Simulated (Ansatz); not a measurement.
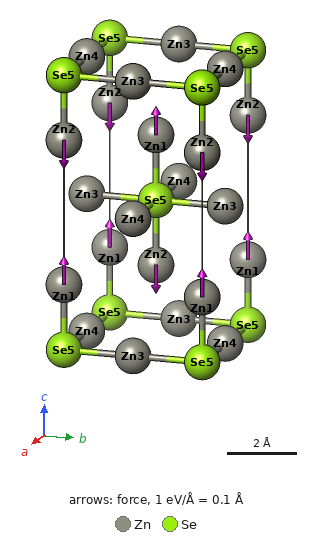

Starting geometry of solid Zn4Se (a generated structure, set up in I4/mmm) (coarse preliminary run) with the computed forces as purple arrows. Style: ball-and-stick. Shown: the conventional cell (2 times the calculation's cell), slightly off an axis. Lengths and directions refer to the drawn axes.

All numbers below come from DFT PBE, scalar-relativistic, plane waves, PAW (Ansatz 0.2.0).

Input file:
```yaml
crystal:
  lattice:
    - [-2.13248739, 2.13248739, 4.17546267]
    - [2.13248739, -2.13248739, 4.17546267]
    - [2.13248739, 2.13248739, -4.17546267]
  atoms:
    - { symbol: Zn, position: [0.237, 0.237, 0.0] }
    - { symbol: Zn, position: [0.763, 0.763, 0.0] }
    - { symbol: Zn, position: [0.5, 0.0, 0.5] }
    - { symbol: Zn, position: [0.0, 0.5, 0.5] }
    - { symbol: Se, position: [0.0, 0.0, 0.0] }
basis:
  ecutwfc: 420
kpoints:
  mp_grid: { grid: [6, 6, 6] }
hamiltonian:
  xc: pbe
scf:
  occupations: { method: gaussian, width: 0.1 }
  lower_state_search: "off"
output:
  forces: true
  stress: true
  eigenvalues: true
relax:
  adjacent_minimum: "off"
  f_tol: 0.04
  max_steps: 70
  cell: { stress_tol: 0.4 }
```

Launched with:
```bash
ansatz run input.yaml --threads 1 --pin off --max-ram 2560MiB --backend cpu --events-out ev --progress --plain --runs-dir out
```

What follows when this structure is relaxed?

It isn't relaxed: the largest force vector, on Zn atoms, is 8.88 eV/Å. The atoms end up moving mostly along the starting forces (cosine between the two patterns 1.00). The largest moves relative to the cell, 0.77 Å, are those of Zn1 and Zn2. Zn1 goes along +c. Se stays in place. Cell: a = b 4.265 → 5.077 Å (+19.0 %), c 8.351 → 8.307 Å (−0.5 %). Volume +41.0 %. Some distances before and after: Zn1–Se5 1.979 → 2.739 Å, Zn3–Se5 2.132 → 2.538 Å. The space group stays I4/mmm (No. 139). Over 9 accepted moves (11 points after the start) the energy falls by 1403 meV per atom. The largest force component goes from 8.9 to 0.0087 eV/Å. The pressure goes from 54.12 to −0.06 GPa. The SCF was repeated twice at an unchanged geometry on a basis and grid sized afresh for the cell, which shifted the energy by 21.1 meV per atom at most. Cost: 100 s on 1 thread of Arm Neoverse V2, with other jobs on the host, peak memory 0.43 GiB.
